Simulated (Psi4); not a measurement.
# SF (SMILES F[S]) at UHSE06/cc-pVTZ

Aim: the energy change on altering one bond length of SF at UHSE06/cc-pVTZ, from 2 runs. 

Program for the calculation: Psi4 1.11.

4 further runs of the same task are left out: 2 that didn't finish, 2 set aside as unsound or not needed.

## Step 1: The molecule

The species is SF (2 atoms), meant as a doublet with charge 0. As SMILES, `F[S]`. Geometry: relaxed at PBE0-D4/def2-TZVP.

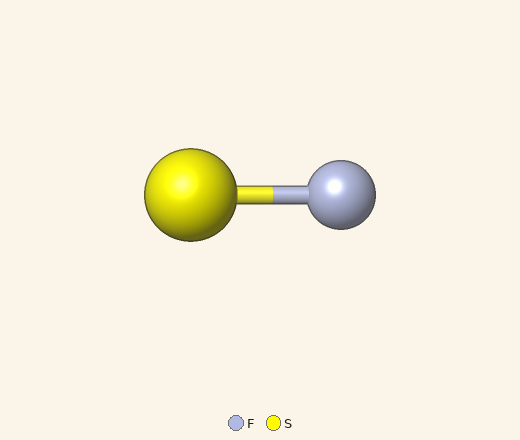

Viewed from a chosen angle; fluorine light blue, sulfur yellow.

## Step 2: Energy and gradient at UHSE06/cc-pVTZ

The input, fs.xyz:

```xyz
2
FS
F      0.000000     0.000000     0.016120
S      0.000000     0.000000     1.610410
```

The input, fs.py:

```python
import psi4

psi4.set_memory('2200 MB')
psi4.set_num_threads(1)
psi4.set_output_file('output.dat', False)

with open('fs.xyz') as f:
    atoms = ''.join(f.readlines()[2:])
molecule = psi4.geometry('0 2\n' + atoms + 'symmetry c1')

psi4.set_options({
    'basis': 'cc-pVTZ',
    'reference': 'uks',
    'puream': True,
    'e_convergence': 1e-09,
    'd_convergence': 1e-08,
    'scf_type': 'pk',
    'dft_radial_points': 99,
    'dft_spherical_points': 590,
    'maxiter': 100,
})

e_tot, wfn = psi4.gradient("hse06", return_wfn=True)
psi4.oeprop(wfn, "MAYER_INDICES", "QUADRUPOLE", "DIPOLE", title="HSE06")
print('gradient / Eh bohr^-1')
print(e_tot.np.round(6))
print(f'energy = {wfn.energy():.10f} Eh')
```

Run with:

```bash
$ python fs.py
```

output.dat, cut to the lines that bear on the results:

```text
[...]
  Running in c1 symmetry.
[...]
  Nuclear repulsion =   47.796522801046237
[...]
  Multiplicity = 2
[...]
  Nalpha       = 13
  Nbeta        = 12
[...]
    Number of basis functions: 64
[...]
   @UKS iter   1:  -497.78557892390410   -2.27300e-01   4.40762e-03 DIIS/ADIIS
[...]
   @UKS iter  11:  -497.80807885755530   -1.46656e-11   8.93905e-09 DIIS
[...]
   @S^2 Observed:                7.549749325E-01
[...]
    Orbital Energies [Eh]
    ---------------------
    Alpha Occupied:
       1A    -89.131147     2A    -24.806846     3A     -8.074825
       4A     -6.015897     5A     -6.012970     6A     -5.996839
       7A     -1.265732     8A     -0.736684     9A     -0.506857
      10A     -0.506598    11A     -0.489011    12A     -0.307151
      13A     -0.261166
    Alpha Virtual:
      14A     -0.066951    15A      0.252329    16A      0.275056
      17A      0.286999    18A      0.291894    19A      0.309023
      20A      0.310598    21A      0.349558    22A      0.380834
      23A      0.493358    24A      0.767681    25A      0.795381
[...]
  @UKS Final Energy:  -497.80807885755530
   => Energetics <=
    Nuclear Repulsion Energy =             47.7965228010462369
    One-Electron Energy =                -783.7934867053481867
    Two-Electron Energy =                 265.7059746889138978
    DFT Exchange-Correlation Energy =     -27.5170896421671820
    Empirical Dispersion Energy =           0.0000000000000000
    VV10 Nonlocal Energy =                  0.0000000000000000
    Total Energy =                       -497.8080788575553015
[...]
  -Total Gradient:
     Atom            X                  Y                   Z
    ------   -----------------  -----------------  -----------------
       1        0.000000000000     0.000000000000     0.006155335362
       2       -0.000000000000     0.000000000000    -0.006168454396
[...]
 Multipole Moments:
 ------------------------------------------------------------------------------------
     Multipole            Electronic (a.u.)      Nuclear  (a.u.)        Total (a.u.)
 ------------------------------------------------------------------------------------
 L = 1.  Multiply by 2.5417464519 to convert [e a0] to [Debye]
 Dipole X            :         -0.0000000            0.0000000           -0.0000000
 Dipole Y            :         -0.0000000            0.0000000           -0.0000000
 Dipole Z            :         -0.6515037            0.9590779            0.3075742
 Magnitude           :                                                    0.3075742
 L = 2.  Multiply by 1.3450342976 to convert [e a0^2] to [Debye ang]
 Quadrupole XX       :        -12.2824512            0.0000000          -12.2824512
 Quadrupole XY       :          0.0963712            0.0000000            0.0963712
[...]
```

The script printed:

```text
gradient / Eh bohr^-1
[[ 0.        0.        0.006155]
 [-0.        0.       -0.006168]]
energy = -497.8080788576 Eh
```

It took 59 s on 1 thread of Intel Xeon at 2.50GHz (Skylake/Cascade Lake), shared host; peak memory 0.65 GiB.

## Step 3: The distorted shape, same level

The input, job.json:

```json
{
  "schema_name": "qcschema_input",
  "schema_version": 1,
  "molecule": {
    "schema_name": "qcschema_molecule",
    "schema_version": 2,
    "symbols": ["F", "S"],
    "geometry": [0.0, 0.0, -3.58479156, 0.0, 0.0, 3.04323385],
    "molecular_charge": 0,
    "molecular_multiplicity": 2,
    "fix_symmetry": "c1",
    "fix_com": true,
    "fix_orientation": true
  },
  "driver": "gradient",
  "model": {
    "method": "hse06",
    "basis": "cc-pVTZ"
  },
  "keywords": {
    "reference": "uks",
    "puream": true,
    "e_convergence": 1e-09,
    "d_convergence": 1e-08,
    "scf_type": "pk",
    "dft_radial_points": 99,
    "dft_spherical_points": 590,
    "maxiter": 100,
    "scf_properties": ["LOWDIN_CHARGES", "MAYER_INDICES", "QUADRUPOLE"]
  }
}
```

Run with:

```bash
$ psi4 --qcschema job.json -n 1 --memory 2200MB
```

stdout, cut to the lines that bear on the results:

```text
[...]
  Running in c1 symmetry.
[...]
  Nuclear repulsion =   21.725927571542005
[...]
  Multiplicity = 2
[...]
  Nalpha       = 13
  Nbeta        = 12
[...]
    Number of basis functions: 64
[...]
   @UKS iter   1:  -497.29384786421463   -2.16121e-01   1.09215e-02 ADIIS/DIIS
[...]
   @UKS iter  53:  -497.67794140868432   -3.57204e-10   9.67029e-09 DIIS
[...]
   @S^2 Observed:                1.756365356E+00
[...]
  @UKS Final Energy:  -497.67794140868432
   => Energetics <=
    Nuclear Repulsion Energy =             21.7259275715420053
    One-Electron Energy =                -732.0916887863675129
    Two-Electron Energy =                 240.1071349278510354
    DFT Exchange-Correlation Energy =     -27.4193151217098574
    Empirical Dispersion Energy =           0.0000000000000000
    VV10 Nonlocal Energy =                  0.0000000000000000
    Total Energy =                       -497.6779414086843758
[...]
 Multipole Moments:
 ------------------------------------------------------------------------------------
     Multipole            Electronic (a.u.)      Nuclear  (a.u.)        Total (a.u.)
 ------------------------------------------------------------------------------------
 L = 1.  Multiply by 2.5417464519 to convert [e a0] to [Debye]
 Dipole X            :         -0.0000017            0.0000000           -0.0000017
 Dipole Y            :         -0.0000003            0.0000000           -0.0000003
 Dipole Z            :        -16.3928111           16.4286176            0.0358064
 Magnitude           :                                                    0.0358064
 L = 2.  Multiply by 1.3450342976 to convert [e a0^2] to [Debye ang]
 Quadrupole XX       :        -13.9491347            0.0000000          -13.9491347
 Quadrupole XY       :         -0.0055781            0.0000000           -0.0055781
[...]
  -Total Gradient:
     Atom            X                  Y                   Z
    ------   -----------------  -----------------  -----------------
       1        0.000000088892     0.000000000405    -0.000681065109
       2       -0.000000087216    -0.000000000411     0.000679716028
[...]
```

The result, in JSON:

```text
{
 "driver": "gradient",
 "model": {
  "method": "hse06",
  "basis": "cc-pVTZ"
 },
 "success": true,
 "return_result": [8.889197249129065e-08, 4.05070355676956e-10, -0.0006810651090182751, -8.721635312460441e-08, -4.106793215923869e-10, 0.0006797160283532585],
 "properties": {
  "calcinfo_nbasis": 64,
  "calcinfo_nmo": 64,
  "calcinfo_nalpha": 13,
  "calcinfo_nbeta": 12,
  "calcinfo_natom": 2,
  "nuclear_repulsion_energy": 21.725927571542005,
  "return_energy": -497.6779414086843,
  "return_gradient": [8.889197249129065e-08, 4.05070355676956e-10, -0.0006810651090182751, -8.721635312460441e-08, -4.106793215923869e-10, 0.0006797160283532585],
  "scf_one_electron_energy": -732.0916887863675,
  "scf_two_electron_energy": 240.10713492785104,
  "scf_xc_energy": -27.419315121709857,
  "scf_dipole_moment": [-1.689075156215327e-06, -2.8937995801937505e-07, 0.03580643239093462],
  "scf_total_energy": -497.6779414086843,
  "scf_total_gradient": [8.889197249129065e-08, 4.05070355676956e-10, -0.0006810651090182751, -8.721635312460441e-08, -4.106793215923869e-10, 0.0006797160283532585],
  "scf_iterations": 53
 }
}
```

Wall time 1.8 min (1 thread of Intel Xeon at 2.50GHz (Skylake/Cascade Lake), shared host); peak memory 0.61 GiB.

## Step 4: Summary of results

Level: UHSE06/cc-pVTZ.

| quantity | value |
| --- | --- |
| first shape: total energy | -497.80808 Eh |
| first shape: dipole moment | 0.78 D |
| first shape: HOMO energy (highest over α and β) | -6.78 eV |
| first shape: LUMO energy (lowest over α and β) | -4.68 eV |
| first shape: ⟨S²⟩ | 0.755 |
| first shape: largest force on an atom | 0.317 eV/Å |
| distorted shape: total energy | -497.67794 Eh |
| distorted shape: dipole moment | 0.09 D |
| distorted shape: HOMO energy (highest over α and β) | -7.00 eV |
| distorted shape: LUMO energy (lowest over α and β) | -6.88 eV |
| distorted shape: ⟨S²⟩ | 1.756 |
| distorted shape: largest force on an atom | 0.035 eV/Å |
| energy change with the F1–S2 bond stretched from 1.594 to 3.507 Å | 3.541 eV |

In words: With the F1–S2 bond stretched from 1.594 to 3.507 Å the energy rises by 3.54 eV (82 kcal/mol). The first shape isn't relaxed at this level, so the change isn't measured from a minimum. The largest force (first shape) is 0.32 eV/Å: the shape isn't a stationary point for this species at this level. ⟨S²⟩ (distorted shape) is 1.76 where a pure doublet has 0.75: the reference is spin-contaminated.
